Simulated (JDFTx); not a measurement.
System: Os(1 0 -1 0) (P6_3/mmc bulk; lattice of mp-49, not re-optimised at this level), 1x1 cell of 6 atoms in 6 planes, area 11.88 Å² a face, 5.3 Å between the outermost planes in a cell 21.5 Å high; k mesh 8×6×1, Fermi width 0.01 Ha, no spin polarisation.

Method: PBE, GBRV ultrasoft potentials, plane waves to 20/100 Ha, in a modified build of JDFTx. Liquid on both sides: CANDLE, water, 2 M NaF; nuclei fixed. The electron chemical potential μ is absolute (zero in the bulk liquid) and is turned into a potential by U = −μ/e − 4.44 V vs SHE, a convention.

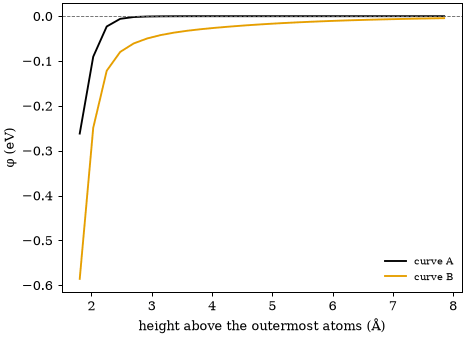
*Plane-averaged electrostatic potential energy of an electron for two states of the electrode*

Question: One curve is the neutral slab. Which, and what is the sign of the other's charge?

Answer: Curve A is neutral (potential of zero charge, 0.38 V). Curve B is positively charged, 15.0 μC/cm² at 1.37 V.
